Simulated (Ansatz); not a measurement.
```xyz
9

B    -0.0954    1.4420   -0.1760
Cl    0.0406    2.2456    1.3712
Cl    1.3466    0.9819   -1.0527
Cl   -1.6727    1.1053   -0.8523
Si    0.1754   -3.3990    1.2420
H    -0.4904   -3.8261   -0.0009
H     1.6166   -3.6932    1.1570
H    -0.4093   -4.1165    2.3883
H    -0.0172   -1.9482    1.4250
```

Level of theory: Ansatz, RHF/def2-mTZVP.

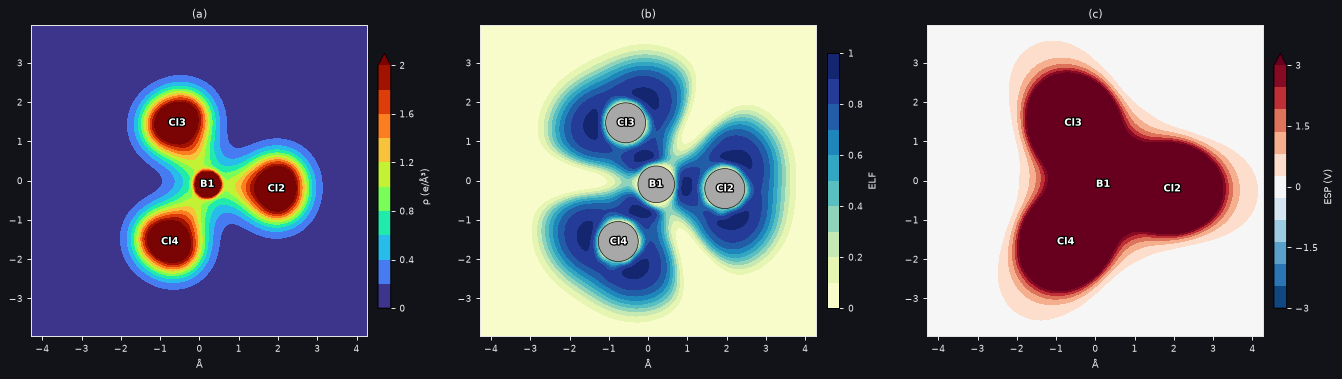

BCl$_{3}$···SiH$_{4}$. (a) total electron density; (b) electron localisation function; (c) molecular electrostatic potential on the plane of atoms Cl2, B1 and Cl3. Grey discs cover the atomic cores in the ELF map.

Read the bonding off the picture.

Atoms in the plane: B and Cl.
B–Cl (1.75 Å): ρ at the midpoint is about 1.4 e/Å³; the ELF peaks at about 0.95 between the atoms, as expected for a polar covalent bond.
The ELF also peaks beside Cl4, Cl2 and Cl3, away from the bonds: lone-pair regions.
The potential has no marked negative region in this plane.
